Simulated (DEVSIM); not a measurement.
Device: illuminated GaAs p-on-n cell, one wavelength, at 350 K.

| layer (left to right) | material | thickness (μm) | Nd (cm⁻³) | Na (cm⁻³) | τn (s) | τp (s) | absorption coefficient (cm⁻¹) |
|---|---|---|---|---|---|---|---|
| 1 | GaAs | 0.740 | - | 1.6e16 | 1.4e-9 | 2.7e-9 | 20000 |
| 2 | GaAs | 3.80 | 1.7e17 | - | 7.7e-8 | 7.7e-8 | 20000 |

Left contact: ohmic, minority electron recombination velocity 1e6 cm/s. Right contact: ohmic, minority hole recombination velocity 800 cm/s. Voltage is applied to the left contact. Recombination: SRH at mid-gap, radiative, Auger. Light enters at the left, 6e17 photons cm⁻² s⁻¹, one pass, no reflection. Mobility is constant in doping.

This is a model device: material constants are rounded textbook-type values typed into the input, and sizes, dopings and lifetimes were drawn at random. Values at 300 K; Nc and Nv go as T^1.5, mobilities as T to minus their exponent, the gap by Varshni's rule with the affinity fixed.

```csv
parameter,GaAs
gap (eV),1.424
affinity (eV),4.07
permittivity,12.9
Nc (cm⁻³),4.7e17
Nv (cm⁻³),9e18
μn (cm²/Vs),8500
μp (cm²/Vs),400
T exponent of μn,2.1
T exponent of μp,2.2
B (cm³/s),2e-10
Cn (cm⁶/s),1e-30
Cp (cm⁶/s),1e-30
Varshni α (eV/K),0.000541
Varshni β (K),204
```

DEVSIM, 1D drift-diffusion, Boltzmann statistics, complete ionisation; no tunnelling, impact ionisation, image-force lowering or self-heating.

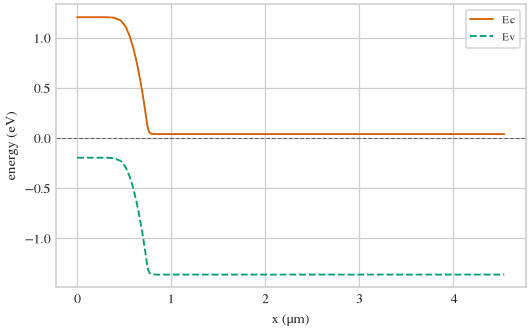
Figure: Band edges at zero bias, in the dark

Energies count from the Fermi level of the right contact; mesh points crowd at the junctions.

```csv
x (μm),Ec (eV),Ev (eV),n (cm⁻³),p (cm⁻³),field (V/cm)
0.000,1.203,-0.198,< 1e2,1.6e16,≈ 0
0.02162,1.203,-0.198,< 1e2,1.6e16,≈ 0
0.05816,1.203,-0.198,< 1e2,1.6e16,≈ 0
0.1286,1.203,-0.198,< 1e2,1.6e16,≈ 0
0.3180,1.202,-0.199,< 1e2,1.6e16,-200
0.5153,1.109,-0.292,< 1e2,7.1e14,-17000
0.6296,0.768,-0.633,5200000,8.7e9,-43000
0.7046,0.385,-1.016,1.7e12,27000,-59000
0.7312,0.219,-1.182,4.2e14,110,-65000
0.7492,0.109,-1.292,1.6e16,< 1e2,-46000
0.7796,0.044,-1.357,1.4e17,< 1e2,-5800
0.8648,0.038,-1.363,1.7e17,< 1e2,≈ 0
0.9998,0.038,-1.363,1.7e17,< 1e2,≈ 0
1.236,0.038,-1.363,1.7e17,< 1e2,≈ 0
1.928,0.038,-1.363,1.7e17,< 1e2,≈ 0
2.926,0.038,-1.363,1.7e17,< 1e2,≈ 0
3.705,0.038,-1.363,1.7e17,< 1e2,≈ 0
4.113,0.038,-1.363,1.7e17,< 1e2,≈ 0
4.371,0.038,-1.363,1.7e17,< 1e2,≈ 0
4.459,0.038,-1.363,1.7e17,< 1e2,≈ 0
4.509,0.038,-1.363,1.7e17,< 1e2,≈ 0
4.540,0.038,-1.363,1.7e17,< 1e2,≈ 0
```
